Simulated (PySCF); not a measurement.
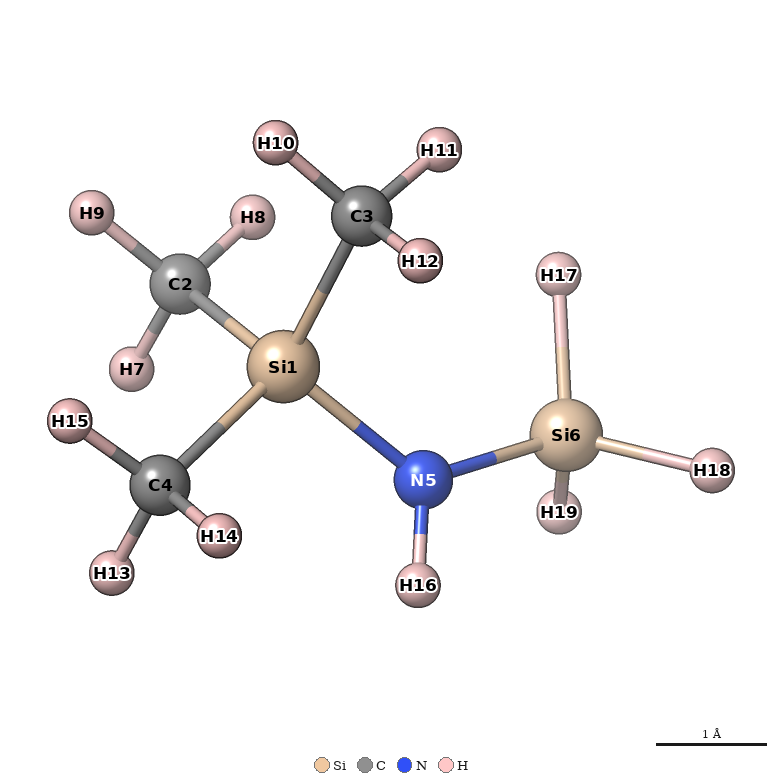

Orthographic view. Distant atoms are faded towards the background colour. Computed geometry: PBE0-D3(BJ)/def2-SVP optimisation. No frequency run is at hand to confirm it as a minimum.

Write a MOL file (V2000) with the atoms in numerical order, bonds sorted by atom number with the orders drawn, and coordinates in the frame of the picture: x right, y up, z towards the viewer, origin at the mean position.

```
C3H13NSi2
                    3D

 19 18  0  0  0  0  0  0  0  0999 V2000
   -0.4100    0.0100    0.2900 Si  0  0  0  0  0  4  0  0  0  0  0  0
   -1.3600    0.7700   -1.1500 C   0  0  0  0  0  0  0  0  0  0  0  0
    0.3100    1.3900    1.3400 C   0  0  0  0  0  0  0  0  0  0  0  0
   -1.5400   -1.0800    1.3200 C   0  0  0  0  0  0  0  0  0  0  0  0
    0.8700   -1.0300   -0.3100 N   0  0  0  0  0  0  0  0  0  0  0  0
    2.1800   -0.6200   -1.3700 Si  0  0  0  0  0  4  0  0  0  0  0  0
   -1.8000   -0.0100   -1.7800 H   0  0  0  0  0  0  0  0  0  0  0  0
   -0.6900    1.3800   -1.7800 H   0  0  0  0  0  0  0  0  0  0  0  0
   -2.1700    1.4200   -0.7900 H   0  0  0  0  0  0  0  0  0  0  0  0
   -0.4800    2.0700    1.7100 H   0  0  0  0  0  0  0  0  0  0  0  0
    1.0200    2.0000    0.7600 H   0  0  0  0  0  0  0  0  0  0  0  0
    0.8500    0.9800    2.2100 H   0  0  0  0  0  0  0  0  0  0  0  0
   -1.9800   -1.8800    0.7100 H   0  0  0  0  0  0  0  0  0  0  0  0
   -1.0000   -1.5400    2.1600 H   0  0  0  0  0  0  0  0  0  0  0  0
   -2.3700   -0.4900    1.7500 H   0  0  0  0  0  0  0  0  0  0  0  0
    0.8200   -1.9900   -0.0100 H   0  0  0  0  0  0  0  0  0  0  0  0
    2.1100    0.8600   -1.6100 H   0  0  0  0  0  0  0  0  0  0  0  0
    3.5200   -0.9400   -0.7700 H   0  0  0  0  0  0  0  0  0  0  0  0
    2.1200   -1.3200   -2.6900 H   0  0  0  0  0  0  0  0  0  0  0  0
  1  2  1  0
  1  3  1  0
  1  4  1  0
  1  5  1  0
  2  7  1  0
  2  8  1  0
  2  9  1  0
  3 10  1  0
  3 11  1  0
  3 12  1  0
  4 13  1  0
  4 14  1  0
  4 15  1  0
  5  6  1  0
  5 16  1  0
  6 17  1  0
  6 18  1  0
  6 19  1  0
M  END
```
